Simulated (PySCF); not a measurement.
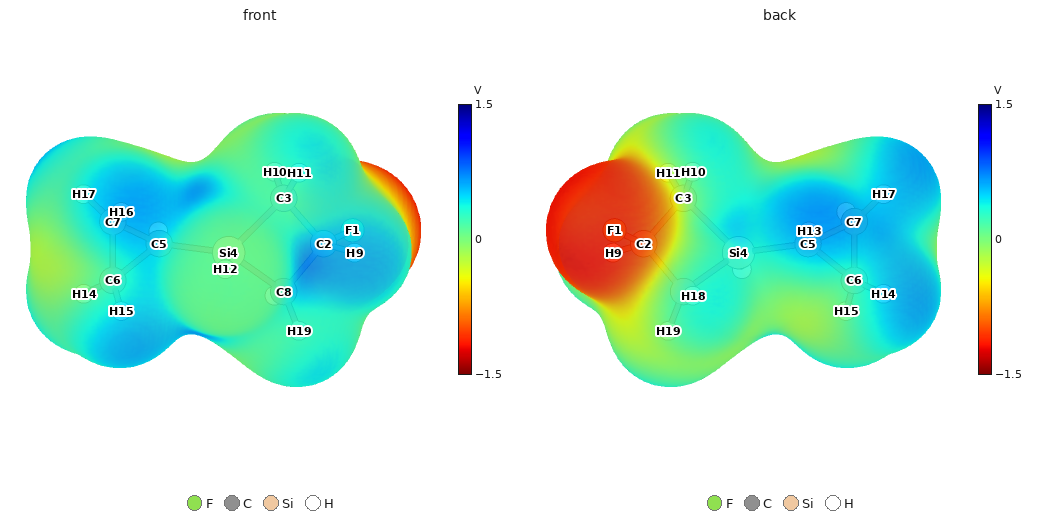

Figure 1: C₆H₁₁FSi. The electrostatic potential painted on the density surface at 0.001 e/bohr³, seen from the front and from behind; red is negative and blue positive.

Geometry: GFN2-xTB.

Level of theory: PySCF, PBE0/pcSseg-1, SCF density, gas phase, non-relativistic.

Input file:

```
{"job": {"kind": "nmr", "xc": "PBE0", "basis": "pcSseg-1"}, "charge": 0, "multiplicity": 1}
F      3.412035    -0.191683    -1.107556
C      2.562867     0.224089    -0.101502
C      1.480175     1.186645    -0.595686
Si     0.183000     0.246450     0.447208
C     -1.385761    -0.344738    -0.390960
C     -2.511076    -0.878325     0.452596
C     -2.654196     0.444587    -0.216729
C      1.703824    -0.911568     0.459944
H      3.203242     0.676470     0.660938
H      1.346658     1.069572    -1.668914
H      1.693181     2.232810    -0.398980
H     -0.083820     0.873507     1.748056
H     -1.268426    -0.821205    -1.357242
H     -3.082143    -1.712395     0.073433
H     -2.380949    -0.896963     1.523649
H     -2.621427     1.331794     0.396416
H     -3.324867     0.527091    -1.058889
H      1.644929    -1.719904    -0.265691
H      2.072948    -1.326983     1.392446
```

Command:

```sh
OMP_NUM_THREADS=1 python probes_run.py task.json out
```

Question: Describe the electrostatic potential map.

Answer: The most negative region (about −1.2 V) lies over F1, the most positive (about +0.7 V) over the C, H and Si atoms.
